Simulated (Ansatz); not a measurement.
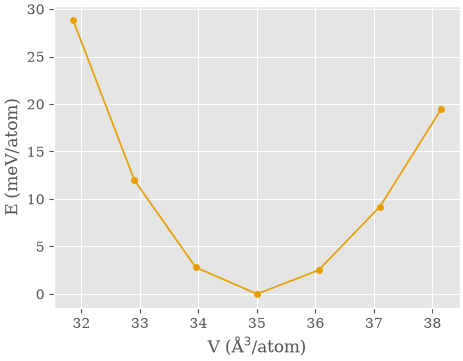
Fig. 1. Cs₂AgBiBr₆ in space group Fm-3m (No. 225; Bi on 4a, Ag on 4b, Cs on 8c, Br on 24e) under volume change, DFT-PBEsol in the program Ansatz with PAW potentials, shape and atoms relaxed at each volume.

Task: What does a third-order Birch–Murnaghan fit give for V₀, B₀ and B′?

Result: V₀ = 35.00 Å³/atom, B₀ = 26.5 GPa, B′ = 5.6.

The PBEsol relaxation kept the symmetry of its start; phonons show weakly imaginary modes. No spin polarisation was allowed. Spin–orbit coupling is left out wherever it is not named.

Potentials: the later of the program's two PAW sets.
